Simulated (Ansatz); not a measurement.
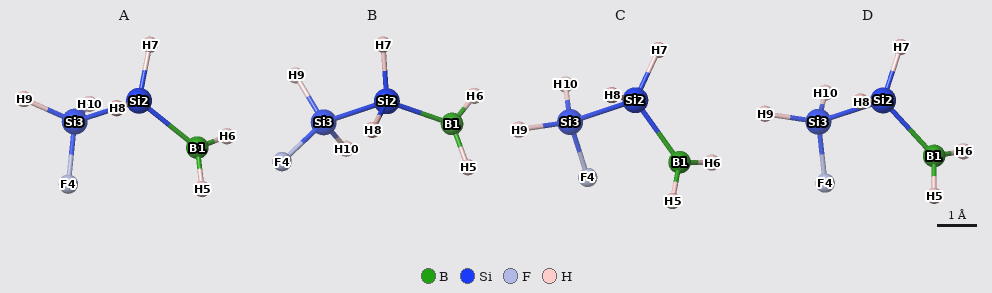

4 geometries from a converged minimum-energy path of BSi₂H₆F, shuffled. A ball-and-stick model, seen from a free direction.

The calculation used RKS PBE0/def2-SVP (Ansatz). Set-up: 7 movable images; climbing image; force threshold 0.05 eV/Å; iteration limit 60; starting path through a guess of the saddle point.

Q: Which frame is the top of the path?

A: B. In order along the path, whose images run from 0 to 8: C (image 0, 0.000 eV), D (image 1, +0.009 eV), A (image 2, +0.023 eV), B (image 5, +0.080 eV). The motion is a rotation about the Si2–Si3 bond by about 180°. No bond forms or breaks between the ends. Among the angles between lasting bonds that change up to the highest image: B1–Si2–Si3 97.3° → 102.6°, Si2–Si3–F4 105.5° → 108.9°.
